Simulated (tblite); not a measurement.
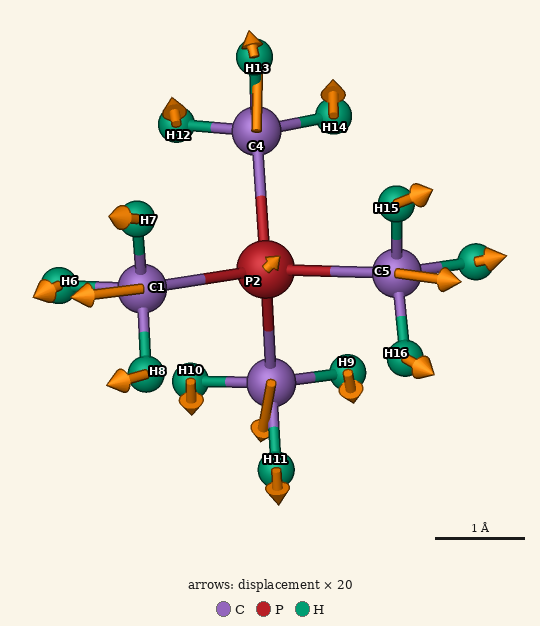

This is a relaxation of C₄H₁₂P (charge +1). The starting structure is drawn; orange arrows show the displacements, 20 times their true length. The two geometries are superimposed by the best rigid fit.

Style: ball-and-stick. Shown at a tilt.

Level of theory: GFN2-xTB geometry optimisation, gas phase in tblite 0.8.0. 

Which element moves most?

Carbon: up to 0.055 Å, against 0.030 Å for hydrogen.

Describe the change and its energy.

Over 12 geometry steps the energy falls by 13.3 kJ/mol. The largest move after the best rigid fit is that of a C atom, 0.055 Å. By element the largest moves are C 0.055 Å, H 0.030 Å, P 0.012 Å. Some distances before and after: C–P 1.750 → 1.808 Å, C–P 1.772 → 1.808 Å, C–H 1.106 → 1.089 Å, C–H 1.082 → 1.089 Å.
